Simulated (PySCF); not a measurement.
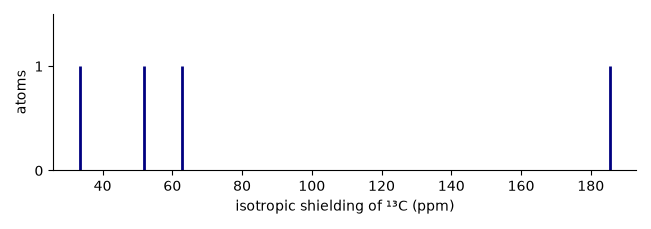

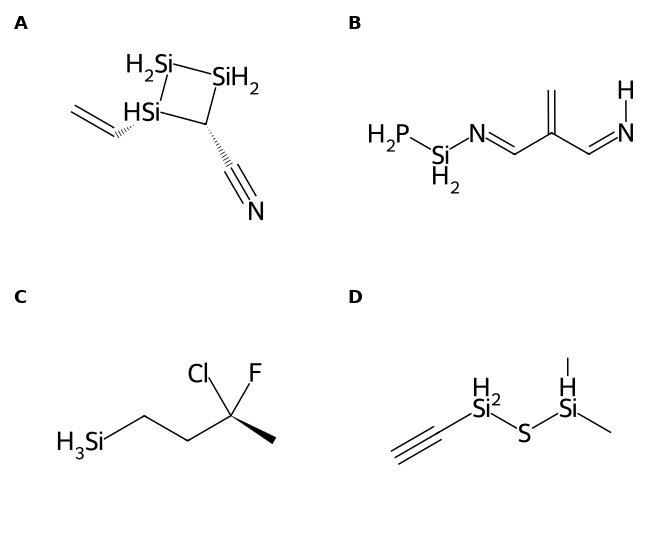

The sticks are computed shieldings of one of the molecules, for one fixed geometry (GFN2-xTB) without averaging over rotations. Low shielding means a high chemical shift. Method: GIAO PBE0/pcSseg-1 NMR shielding, non-relativistic, gas phase (PySCF 2.14.0).

### Which molecule gives this pattern?

A, `C=C[Si@@H]1[SiH2][SiH2][C@@H]1C#N`. Its 4 C atoms give lines at 33.4, 52.0, 62.7, 185.5 ppm.

The geometry is semi-empirical. Around P, Si such bond lengths and angles can be off by a tenth of an ångström or more and by several degrees, and values that hang on the shape move with them.
